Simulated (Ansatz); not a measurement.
**BCCD(T)/aug-cc-pVTZ run of [NH2]− (SMILES [NH2-])**

What is the energy change on altering one bond length of [NH2]− at BCCD(T)/aug-cc-pVTZ? 

The results are computed with Ansatz 0.2.0.

## Step 1: The system as given

[NH2]− has 3 atoms, charge -1, and is taken as a singlet. SMILES: `[NH2-]`. Geometry: relaxed at PBE0-D4/def2-TZVPD.

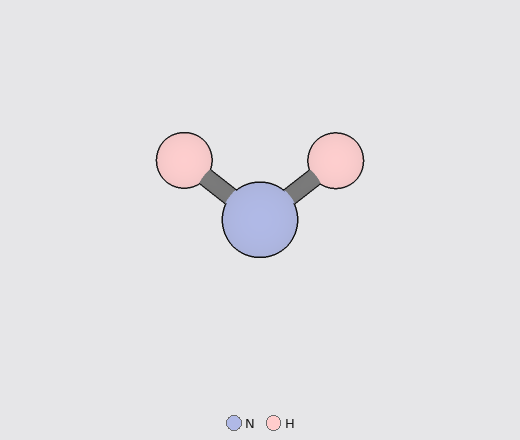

The structure, seen from a chosen angle (nitrogen light blue, hydrogen pink).

## Step 2: The energy at BCCD(T)/aug-cc-pVTZ

The input, in.yaml:

```yaml
basis:
  gaussian:
    orbitals: aug-cc-pVTZ
crystal:
  periodic: [false, false, false]
  atoms:
    - {symbol: N, position_ang: [0.342200, -0.203000, 0.168700]}
    - {symbol: H, position_ang: [0.125500, 0.801200, 0.156000]}
    - {symbol: H, position_ang: [-0.467700, -0.598200, -0.324700]}
correlation:
  method: bccd_t
  frozen_orbitals: {H: 0, "N": 1}
scf:
  omitted_lower_state_checks: [cluster_reference, increment]
accuracy: high
total_charge: -1
```

Started as:

```bash
ansatz run in.yaml --threads 1 --pin off --max-ram 3480MiB --events-out events.jsonl --progress --plain --runs-dir runs
```

The program printed:

```text
Warning: RAYON_NUM_THREADS=1 ignored (pool sized by the plan → 1); use --threads N
Functional definition: HF
  name "HF"
  exchange = exact_x
  correlation = 0
these checks for a lower state are left out or cut short: cluster_reference, increment
1355 factors; integrals over basis functions are off by at most 2.9e-9 eV
mean field evaluation 1: about -1511.0263 eV, gradient 1.3e1 eV
mean field evaluation 2: about -1511.0268 eV, gradient 1.3e1 eV
mean field evaluation 4: about -1511.5289 eV, gradient 2.3e0 eV
mean field evaluation 8: about -1511.5499 eV, gradient 1.9e-3 eV
mean field -1511.54989619 eV, -55.5484341198 hartree, gradient 2.1e-8 eV, S^2 0.000000; 0 other end points of the search recorded, 0 dependent functions left out
1 core orbitals not correlated: weight in the atoms' cores, before any rotation towards them, 1.000 or more for the frozen orbitals, at most 0.000 for the correlated occupied ones
reference -1511.54989619 eV, -55.5484341198 hartree; 4, 4 occupied and 87, 87 virtual orbitals, 1355 factors
second order -7.10238483 eV of doubles, -0.00000000 eV of singles
cycle   1  -6.93697072 eV  change    1.7e-1 eV  update   7.8e-2
cycle   2  -7.10044964 eV  change   -1.6e-1 eV  update   2.9e-2
cycle   3  -7.15842708 eV  change   -5.8e-2 eV  update   1.3e-2
cycle   4  -7.15907213 eV  change   -6.5e-4 eV  update   4.6e-3
cycle   5  -7.15649250 eV  change    2.6e-3 eV  update   1.8e-3
cycle   6  -7.15629497 eV  change    2.0e-4 eV  update   7.3e-4
cycle   7  -7.15626468 eV  change    3.0e-5 eV  update   3.0e-4
cycle   8  -7.15622360 eV  change    4.1e-5 eV  update   1.4e-4
cycle   9  -7.15617662 eV  change    4.7e-5 eV  update   5.1e-5
cycle  10  -7.15620892 eV  change   -3.2e-5 eV  update   2.0e-5
cycle  11  -7.15619329 eV  change    1.6e-5 eV  update   9.7e-6
cycle  12  -7.15619630 eV  change   -3.0e-6 eV  update   4.1e-6
cycle  13  -7.15619680 eV  change   -4.9e-7 eV  update   2.2e-6
cycle  14  -7.15619730 eV  change   -5.0e-7 eV  update   1.0e-6
cycle  15  -7.15619722 eV  change    7.7e-8 eV  update   4.3e-7
cycle  16  -7.15619743 eV  change   -2.1e-7 eV  update   1.7e-7
cycle  17  -7.15619740 eV  change    3.0e-8 eV  update   6.7e-8
cycle  18  -7.15619741 eV  change   -5.8e-9 eV  update   3.4e-8
cycle  19  -7.15619742 eV  change   -1.3e-8 eV  update   2.0e-8
cycle  20  -7.15619719 eV  change    2.3e-7 eV  update   1.8e-7
cycle  21  -7.15619722 eV  change   -3.2e-8 eV  update   4.8e-8
cycle  22  -7.15619722 eV  change   2.6e-10 eV  update   3.1e-8
cycle  23  -7.15619722 eV  change   6.3e-10 eV  update   9.6e-9
cycle  24  -7.15619722 eV  change  -3.7e-10 eV  update   4.6e-9
cycle  25  -7.15619722 eV  change    1.1e-9 eV  update   1.7e-9
cycle  26  -7.15619722 eV  change  -1.5e-10 eV  update  7.2e-10
perturbative correction -0.35134118 eV, -0.0129115501 hartree
Total energy: -1519.05743459 eV, -55.8243310671 hartree
Checks for a lower state left out: cluster_reference, increment
```

Wall time 6.9 s (1 thread of Arm Neoverse V1, shared host); peak memory 0.56 GiB.

## Step 3: The distorted shape, same level

The input, in.yaml:

```yaml
crystal:
  periodic: [false, false, false]
  atoms:
    - {symbol: "N", position_ang: [0.374704, -0.353627, 0.170605]}
    - {symbol: H, position_ang: [0.125500, 0.801200, 0.156000]}
    - {symbol: H, position_ang: [-0.435196, -0.748827, -0.322795]}
basis:
  gaussian:
    orbitals: aug-cc-pVTZ
total_charge: -1
correlation:
  method: bccd_t
  frozen_orbitals: {H: 0, "N": 1}
accuracy: high
scf:
  omitted_lower_state_checks: [cluster_reference, increment]
```

Started as:

```bash
ansatz run in.yaml --threads 1 --pin off --max-ram 3480MiB --events-out events.jsonl --progress --plain --runs-dir runs
```

The program printed:

```text
Warning: RAYON_NUM_THREADS=1 ignored (pool sized by the plan → 1); use --threads N
[... 4 set-up lines as earlier in the session ...]
these checks for a lower state are left out or cut short: cluster_reference, increment
1374 factors; integrals over basis functions are off by at most 3.5e-9 eV
mean field evaluation 1: about -1510.4881 eV, gradient 1.4e1 eV
mean field evaluation 2: about -1510.4888 eV, gradient 1.4e1 eV
mean field evaluation 4: about -1511.1025 eV, gradient 2.2e0 eV
mean field evaluation 8: about -1511.1255 eV, gradient 1.2e-3 eV
mean field -1511.12545475 eV, -55.5328361843 hartree, gradient 2.2e-8 eV, S^2 0.000000; 0 other end points of the search recorded, 0 dependent functions left out
1 core orbitals not correlated: weight in the atoms' cores, before any rotation towards them, 1.000 or more for the frozen orbitals, at most 0.000 for the correlated occupied ones
reference -1511.12545475 eV, -55.5328361843 hartree; 4, 4 occupied and 87, 87 virtual orbitals, 1374 factors
second order -7.18286445 eV of doubles, -0.00000000 eV of singles
cycle   1  -6.99466426 eV  change    1.9e-1 eV  update   8.4e-2
cycle   2  -7.18486220 eV  change   -1.9e-1 eV  update   3.1e-2
cycle   3  -7.25025550 eV  change   -6.5e-2 eV  update   1.5e-2
cycle   4  -7.24920476 eV  change    1.1e-3 eV  update   5.8e-3
cycle   5  -7.24520885 eV  change    4.0e-3 eV  update   2.4e-3
cycle   6  -7.24469955 eV  change    5.1e-4 eV  update   9.5e-4
cycle   7  -7.24457735 eV  change    1.2e-4 eV  update   3.8e-4
cycle   8  -7.24446933 eV  change    1.1e-4 eV  update   1.8e-4
cycle   9  -7.24440598 eV  change    6.3e-5 eV  update   7.2e-5
cycle  10  -7.24445833 eV  change   -5.2e-5 eV  update   2.9e-5
cycle  11  -7.24443031 eV  change    2.8e-5 eV  update   1.4e-5
cycle  12  -7.24444137 eV  change   -1.1e-5 eV  update   6.2e-6
cycle  13  -7.24444003 eV  change    1.3e-6 eV  update   2.5e-6
cycle  14  -7.24444076 eV  change   -7.3e-7 eV  update   1.3e-6
cycle  15  -7.24444120 eV  change   -4.3e-7 eV  update   4.4e-7
cycle  16  -7.24444109 eV  change    1.1e-7 eV  update   1.8e-7
cycle  17  -7.24444104 eV  change    5.0e-8 eV  update   8.2e-8
cycle  18  -7.24444099 eV  change    4.9e-8 eV  update   3.9e-8
cycle  19  -7.24444102 eV  change   -2.5e-8 eV  update   2.7e-8
cycle  20  -7.24444075 eV  change    2.6e-7 eV  update   1.9e-7
cycle  21  -7.24444081 eV  change   -5.8e-8 eV  update   6.6e-8
cycle  22  -7.24444081 eV  change    3.4e-9 eV  update   3.2e-8
cycle  23  -7.24444080 eV  change    1.6e-9 eV  update   1.3e-8
cycle  24  -7.24444081 eV  change   -1.7e-9 eV  update   4.2e-9
cycle  25  -7.24444080 eV  change    1.0e-9 eV  update   1.6e-9
cycle  26  -7.24444080 eV  change   5.8e-11 eV  update  6.7e-10
perturbative correction -0.37520708 eV, -0.0137886057 hartree
Total energy: -1518.74510263 eV, -55.8128530791 hartree
Checks for a lower state left out: cluster_reference, increment
```

Wall time 6.9 s (1 thread of Arm Neoverse V1, shared host); peak memory 0.57 GiB.

## Step 4: Results

Level: BCCD(T)/aug-cc-pVTZ, 1 core orbital frozen.

| quantity | value |
| --- | --- |
| first shape: total energy | -55.82433 Eh |
| first shape: correlation energy (1 core orbital frozen) | -275.9 mEh |
| first shape: (T) correction | -12.91 mEh |
| distorted shape: total energy | -55.81285 Eh |
| distorted shape: correlation energy (1 core orbital frozen) | -280.0 mEh |
| distorted shape: (T) correction | -13.79 mEh |
| energy change with the N1–H2 bond stretched from 1.027 to 1.181 Å | 0.312 eV |

With the N1–H2 bond stretched from 1.027 to 1.181 Å the energy rises by 0.31 eV (30.1 kJ/mol). The first shape isn't relaxed at this level, so the change isn't measured from a minimum. The triples (first shape) make up 4.7 % of the correlation energy. The triples (distorted shape) make up 4.9 % of the correlation energy.
